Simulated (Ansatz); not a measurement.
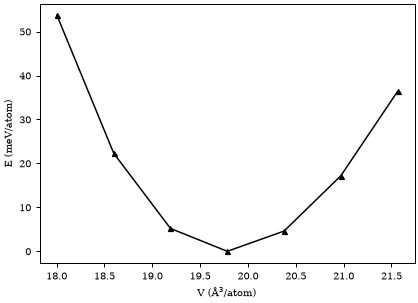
NaAu2 (cubic Laves (MgCu2 type), Fd-3m) under volume change, PBEsol (plane waves, PAW; program Ansatz), scaled uniformly.

### Question
What does a third-order Birch–Murnaghan fit give for V₀, B₀ and B′?

### Answer
V₀ = 19.78 Å³/atom, B₀ = 87.6 GPa, B′ = 5.5.

The workflow started from an entry of the Crystallography Open Database (COD). Whether it is the stable phase at ambient conditions was not checked. The cell was relaxed with PBEsol under the symmetry of its start; of distortions, only those at the zone centre were tested. Spin–orbit coupling is left out wherever it is not named.

Potentials: the later of the program's two PAW sets.
